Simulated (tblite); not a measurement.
## Frequency calculation of C₂H₆NSSi

System: C₂H₆NSSi, multiplicity 2, SMILES CC(=S)[SiH]N.
Method: GFN2-xTB harmonic vibrations, gas phase (tblite 0.8.0).

It belongs to a series of runs on one base structure; here: H removed from Si.

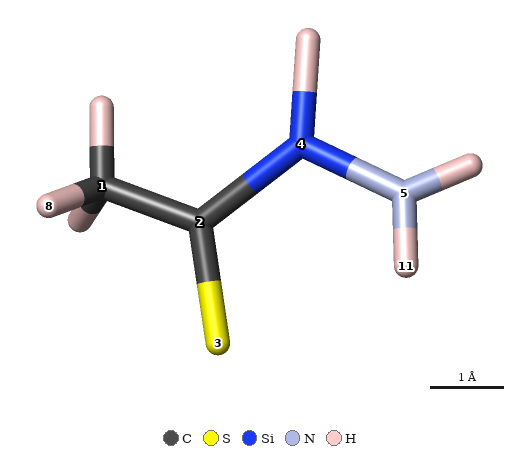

Figure 1. The input geometry (stick view, seen at a tilt; atoms are numbered from 1 in the order of the input). Bond lengths as drawn: C–C 1.50 Å, C–H 1.09 Å, C–S 1.70 Å, C–Si 1.81 Å, H–N 1.01 Å, H–Si 1.45 Å and N–Si 1.70 Å.

**Summary**

```tsv
quantity	value
outcome	converged
total energy	−413.1398 eV
zero-point energy	47.7250 kcal/mol
hardware	1 CPU thread, shared host
peak memory	0.18 GiB
```

**Input file**
```
{"job": {"kind": "ir", "xc": "GFN2-xTB", "basis": "xTB"}, "charge": 0, "multiplicity": 2}
C     -1.990818     0.041609    -0.013631
C     -0.568256    -0.288813    -0.354191
S     -0.248601    -1.444936    -1.551938
Si     0.855742     0.456204     0.469703
N      2.410852    -0.138562     0.127466
H     -2.527750     0.350921    -0.911189
H     -2.055039     0.834333     0.730151
H     -2.496643    -0.844731     0.372373
H      0.885094     1.500263     1.472775
H      3.243203     0.424727     0.175108
H      2.497641    -0.888345    -0.542589
```

The first line tells a small driver script what to run in tblite; the rest is the geometry in Å.

Launched with:
```bash
OMP_NUM_THREADS=1 python <driver script> task.json out
```

**Log**
```
mode    cm-1     km/mol
  1      73.0      1.00
  2      99.0      3.38
  3     112.5      1.64
  4     181.9     47.99
  5     263.7     11.35
  6     288.4      1.05
  7     295.4      3.83
  8     319.0     35.94
  9     439.0    156.82
 10     563.1     35.62
 11     637.7     36.57
 12     792.4    121.94
 13     882.1     23.49
 14     981.4    140.06
 15     999.6      7.52
 16    1117.6     11.02
 17    1207.4      3.09
 18    1396.0      1.61
 19    1465.8      2.36
 20    1469.4     82.64
 21    1482.8      4.98
 22    2385.2    265.33
 23    2977.9     14.98
 24    2998.7     22.34
 25    3005.4     25.81
 26    3446.8     26.17
 27    3502.7      6.72
```

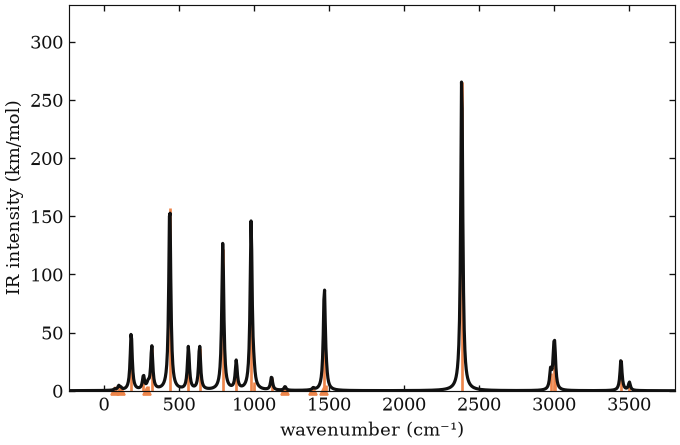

Figure 2. Harmonic infrared spectrum, unscaled: sticks (degenerate modes added up, dark ones marked on the axis) with a Lorentzian envelope of 16 cm⁻¹ full width, scaled to the tallest stick. 27 modes from 73 to 3503 cm⁻¹, none imaginary. The strongest line is at 2385 cm⁻¹ (265 km/mol).
